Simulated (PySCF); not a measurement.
C5H8FP

```xyz
15

C    -2.3378    0.8946   -0.4151
C    -1.8227   -0.2154   -0.9476
C    -1.0568   -1.2517   -0.1899
P     0.7487   -1.2985   -0.7019
C     1.3504   -0.0147    0.2118
C     2.7625    0.4420    0.2156
F     0.5903    0.7117    1.0378
H    -2.2335    1.1166    0.6513
H    -2.8757    1.6217   -1.0289
H    -1.9372   -0.3915   -2.0247
H    -1.1231   -1.0790    0.8947
H    -1.4547   -2.2583   -0.4000
H     3.1888    0.3604    1.2297
H     3.3710   -0.1533   -0.4773
H     2.8165    1.5037   -0.0782
```

Geometry: PBE0-D3(BJ)/def2-SVP.

These are results of CAM-B3LYP/def2-SVPD, SCF density, gas phase in PySCF, not measurements.

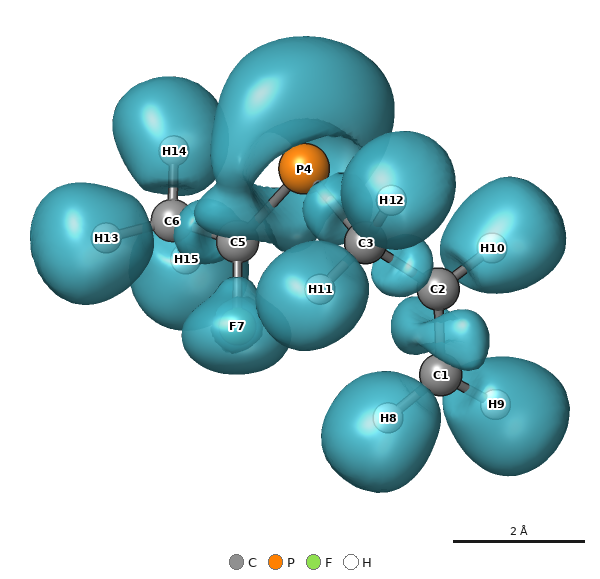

Figure 1. Isosurface of the electron localisation function at 0.75 (cyan), seen at a tilt. Core shells and regions of very low density are left out.

Describe the localisation domains.

Answer. The ELF exceeds this value in three regions between bonded C–C atoms (shared pairs), one region between bonded C–P atoms (shared pairs), eight regions around hydrogen nuclei, one region on F in which the atom's valence shell and bonds are merged and one region on P in which the atom's valence shell and bonds are merged. Along the contacts the grid gives the following. C–C (1.33 Å): the ELF peaks at about 0.95 between the atoms (a multiple bond). C–F (1.34 Å): the ELF peaks at about 0.85 between the atoms, as expected for a shared but strongly polarised pair.

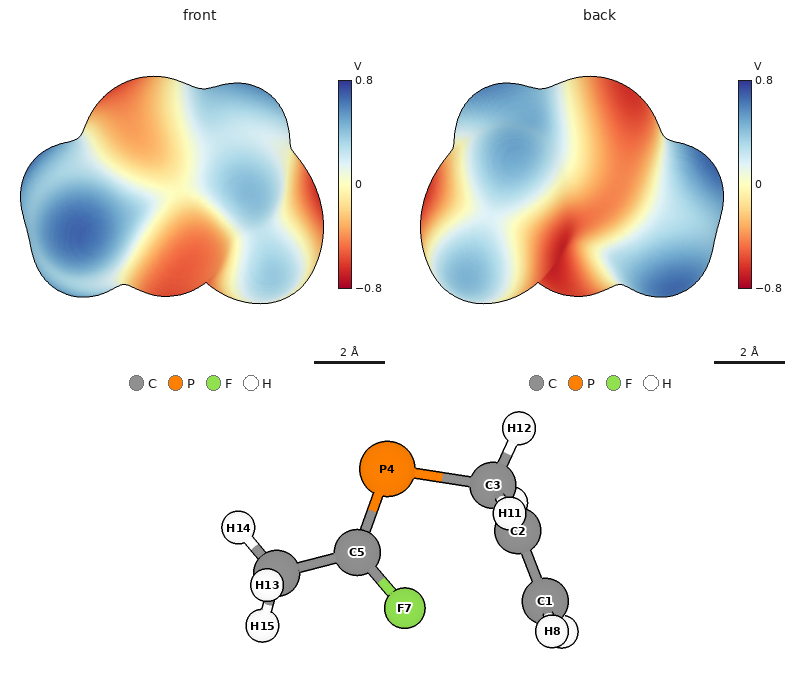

Figure 2. The electrostatic potential painted on the density surface at 0.001 e/bohr³, seen from the front and from behind; the colour scale runs from red (negative) to blue (positive). The bare structure is drawn below in the same view.

Where is the surface potential most negative and most positive?

Answer. The most negative region (about −0.7 V) lies over C1, C2 and F7, the most positive (about +0.7 V) over H13, H14 and H15.

What dipole moment does the calculation give?

Answer. Its dipole moment is 0.71 D.

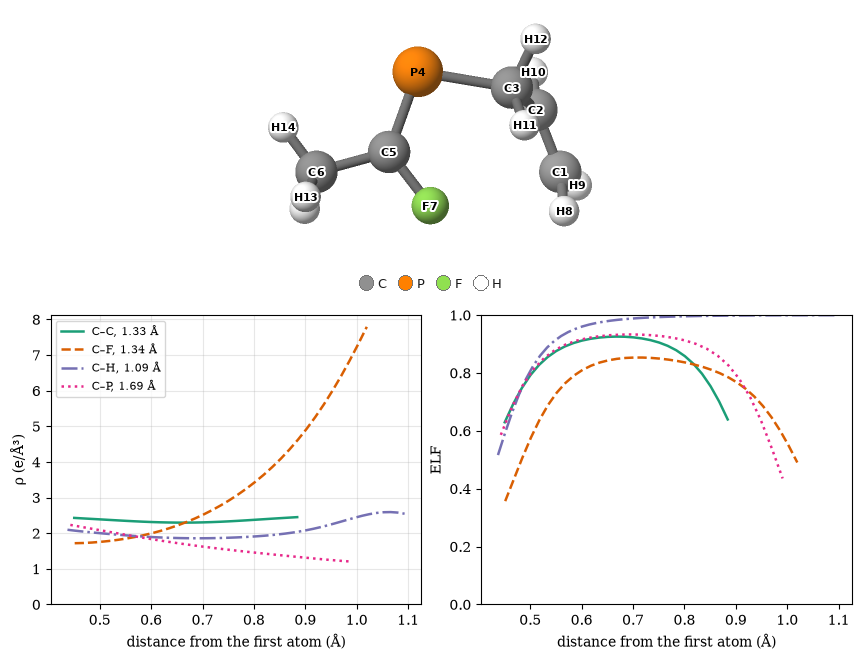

Figure 3. Electron density and ELF along straight lines between neighbouring atoms. The curves leave out the atomic cores. The structure is drawn too.

Compare the contacts.

Answer. C–C (1.33 Å): the density is about 2.3 e/Å³ at the midpoint; the ELF peaks at about 0.95 between the atoms (a short, multiple covalent bond).
C–F (1.34 Å): ρ at the midpoint is about 2.3 e/Å³; the ELF peaks at about 0.85 between the atoms, as expected for a polar covalent bond.
C–H (1.09 Å): the density is about 1.9 e/Å³ at the midpoint; the ELF climbs to about 1 towards the hydrogen, as it does in any bond to H: an ordinary covalent bond to hydrogen.
C–P (1.69 Å): ρ is about 1.4 e/Å³ halfway; the ELF peaks at about 0.95 between the atoms, as expected for localised, covalent bonding.
